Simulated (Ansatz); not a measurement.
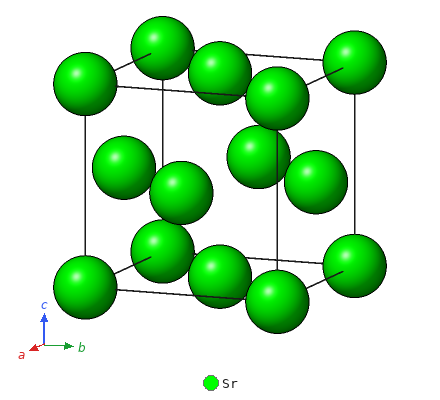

Sr (Fm-3m, No. 225): the geometry given to an electronic-structure calculation, possibly off equilibrium.

```cif
data_structure
_symmetry_space_group_name_H-M 'P 1'
_symmetry_Int_Tables_number 1
_cell_length_a 6.0179
_cell_length_b 6.0179
_cell_length_c 6.0179
_cell_angle_alpha 90.000
_cell_angle_beta 90.000
_cell_angle_gamma 90.000
_cell_volume 217.94
loop_
_atom_site_label
_atom_site_type_symbol
_atom_site_fract_x
_atom_site_fract_y
_atom_site_fract_z
_atom_site_occupancy
Sr1 Sr 0.00000 0.00000 0.00000 1
Sr2 Sr 0.00000 0.50000 0.50000 1
Sr3 Sr 0.50000 0.00000 0.50000 1
Sr4 Sr 0.50000 0.50000 0.00000 1
```

Question: What will a Z-contrast image along [210] show? Simulation: incoherent imaging, intensity Z^1.7 per atom, probe width 0.62 Å, thin sample. Shot noise was added.

Answer: The columns repeat on a rectangular net of 1.35 × 3.01 Å (plane group p2mm). All columns are alike (Sr). The shortest distance between visible columns is 1.35 Å in projection. Along the beam the structure repeats every 13.46 Å.

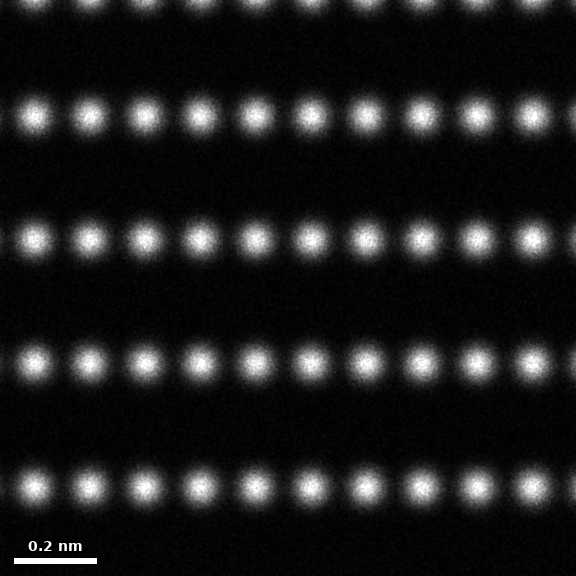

The simulated image.
